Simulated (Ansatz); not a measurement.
Cl₃FH₂Si

Input

```
crystal:
  periodic: [false, false, false]
  atoms:
    - {symbol: Si, position_ang: [-0.351710, 0.160166, -0.345424]}
    - {symbol: Cl, position_ang: [1.753548, -0.809988, 0.290113]}
    - {symbol: Cl, position_ang: [-0.054267, -0.544698, -2.256150]}
    - {symbol: Cl, position_ang: [0.191871, 2.108473, -0.211486]}
    - {symbol: H, position_ang: [-1.814767, 0.034417, -0.297986]}
    - {symbol: H, position_ang: [0.681787, -0.646652, 1.377719]}
    - {symbol: F, position_ang: [-0.406463, -0.301718, 1.443114]}
basis:
  gaussian: {orbitals: def2-TZVPP}
hamiltonian: {xc: pbe0, dispersion: d4}
output: {orbitals: {seedname: orbitals}}
```

Launched as:

```sh
ansatz run in.yaml --threads 4 --pin off --events-out ev --progress --plain --max-ram 9574MiB
```

A transition-state structure; geometry: PBE0-D4/def2-TZVP.

These are results of RKS PBE0-D4/def2-TZVPP in Ansatz 0.2.0, not measurements.

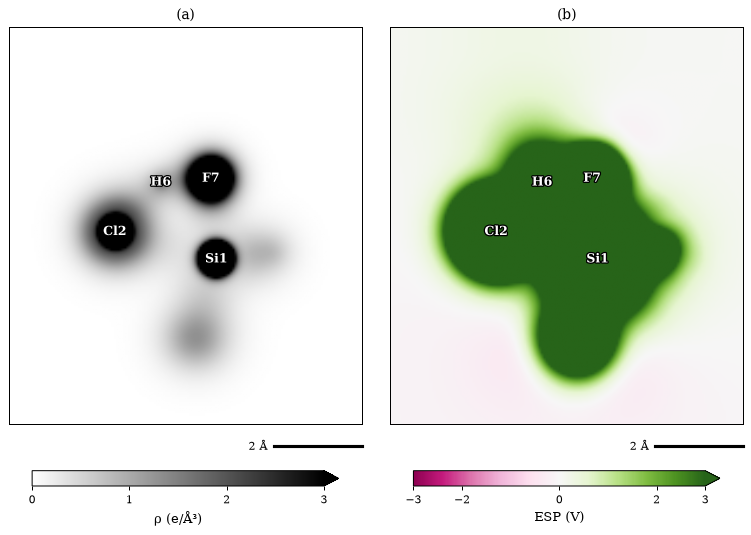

Figure 1. (a) total electron density; (b) molecular electrostatic potential on the plane of atoms Cl2, H6 and F7.

Describe what can be read from this map.

Answer.
- The section cuts through Si, Cl, H and F sites.
- F7···H6 (1.14 Å): the density falls to about 1.2 e/Å³ on the way.
- Si–F (1.85 Å): the density is about 0.65 e/Å³ at the midpoint.
- Cl–H (1.54 Å): ρ at the midpoint is about 1.4 e/Å³.
- Outside the dense part of the molecule the potential is most negative (−0.3 V) near Cl3, which lies off the plane.

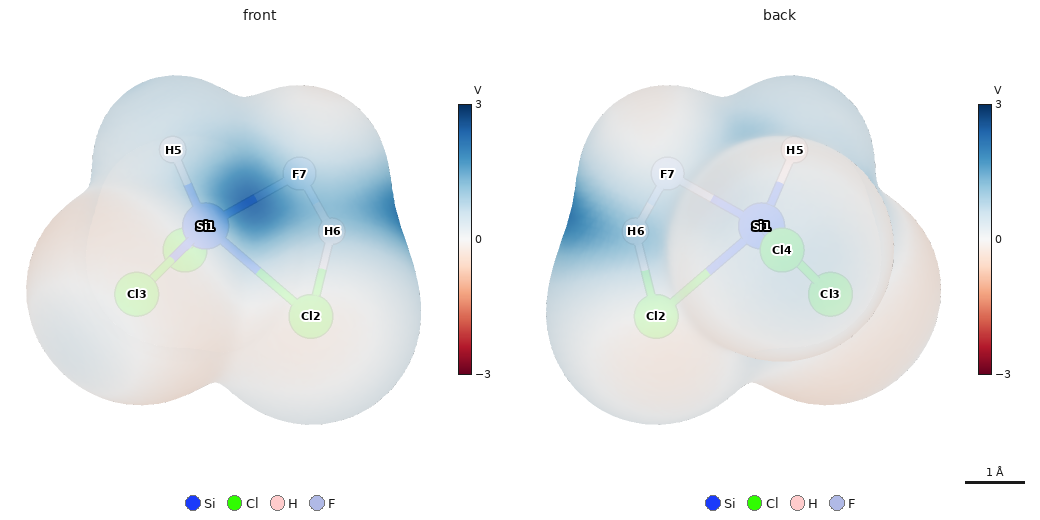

Figure 2. The electrostatic potential painted on the density surface at 0.002 e/bohr³, seen from the front and from behind; red is negative and blue positive.

Which sites attract a positive test charge, and which a negative one?

Answer. A positive charge is drawn to the negative regions and a negative charge to the positive ones. The most negative region (about −0.3 V) lies over Cl3, the most positive (about +2.1 V) over Si1. Cl3 shows a σ-hole: about +0.3 V at the tip opposite its bond, against about −0.2 V on its flanks. Cl4 shows a σ-hole: about +0.5 V at the tip opposite its bond, against about −0.1 V on its flanks.

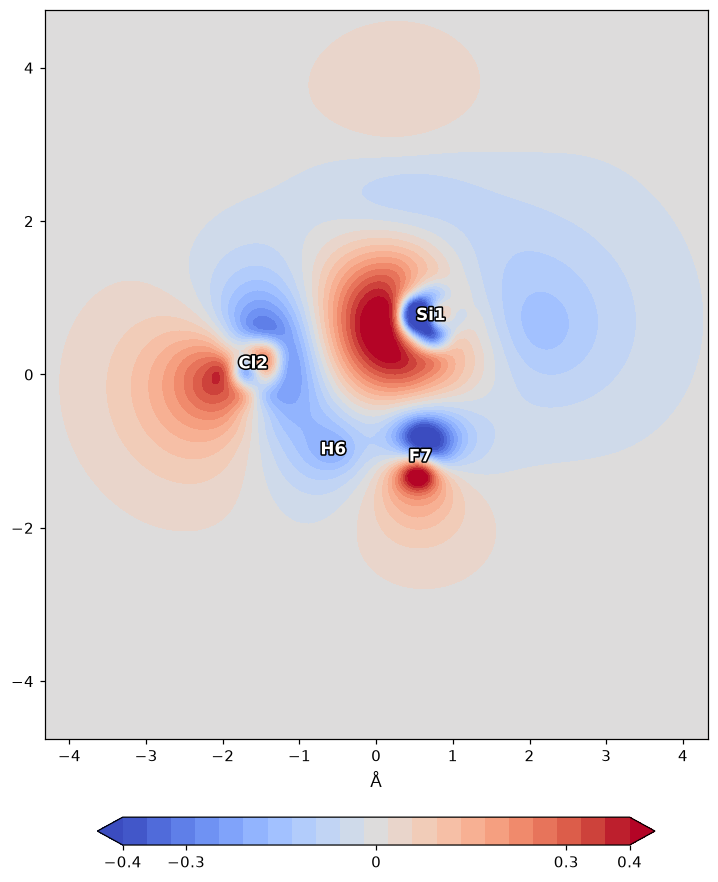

Figure 3. The LUMO on the plane of atoms Si1, F7 and H6 (values in Å⁻³ᐟ²; the overall sign is arbitrary).

Describe this orbital and give its energy.

Answer. Its weight (Hirshfeld) is mainly on Si1 (about 40 %), Cl2 (about 20 %), Cl3 (about 15 %), F7 (about 5 %) and Cl4 (about 5 %). Its energy is −1.60 eV.
